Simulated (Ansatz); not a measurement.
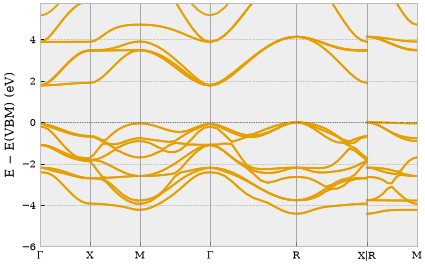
Fig. 1. Band structure from PBE with spin–orbit coupling in the plane-wave PAW code Ansatz

Task: Read off the gap and where the band edges lie.

Result: About 1.8 eV (1.77 eV by a search for the band edges); maximum at R, minimum at Γ.

The material is BaTiO₃ (cubic perovskite, space group No. 221).

Space group Pm-3m (cubic perovskite). This is a known high-temperature phase of the composition, computed here at zero pressure and temperature. The PBE relaxation kept the symmetry of its start. At this level the phase is dynamically unstable (imaginary phonons). No spin polarisation was allowed.

Potentials: the later of the program's two PAW sets.
